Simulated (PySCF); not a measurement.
# C3H6OSSi: the cost of one run

Programs: PySCF 2.14.0, with density-fitted response routines of our own. Each step states its level of theory. These are calculated values for one molecule in the gas phase, unless marked as measured. Atoms count from 0, in the outputs and in this text.

## (1) The starting structure

12 atoms, charge 0, multiplicity 1; geometry from: GFN2-xTB. The atoms were then displaced at random by about 0.01 Å, so the start is not that level's minimum.

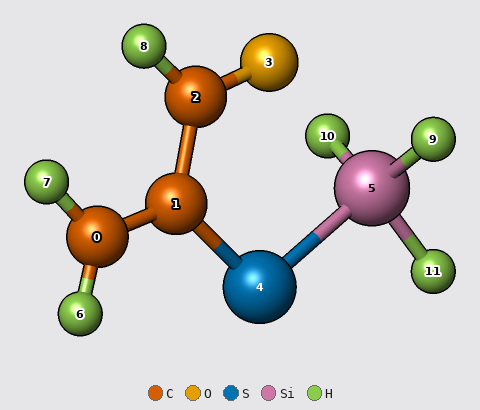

The starting geometry (carbon orange, oxygen amber, sulfur blue, silicon pink, hydrogen green), atoms numbered.

## (2) Optimising the geometry at PBE0-D3(BJ)/def2-SVP

What the job is given:

```
{"job": {"xc": "PBE0", "basis": "def2-SVP", "d3": "d3bj", "grid": 1, "shake": 0.01, "kind": "geom"}, "charge": 0, "multiplicity": 1}
C     -1.900120    -1.325010    -0.298670
C     -0.819170    -0.558320    -0.133040
C     -0.930490     0.777470     0.424650
O      0.057960     1.528270     0.608840
S      0.780550    -1.117640    -0.575870
Si     2.104660     0.555590    -0.037050
H     -1.855710    -2.289480    -0.721640
H     -2.876140    -0.919420    -0.032740
H     -1.934700     1.097760     0.722090
H      2.169450     0.694160     1.419460
H      1.896930     1.659080    -0.938850
H      3.346460    -0.130720    -0.446200
```

The run is started by

```sh
OMP_NUM_THREADS=1 python probes_run.py task.json out
```

The driver reads the jobs from task.json and runs them one after another.

**Question.** How long does this first job take on 1 thread of Arm Neoverse V2, shared host, and how much memory does it need?

About 58 s, with a peak of 0.53 GiB.
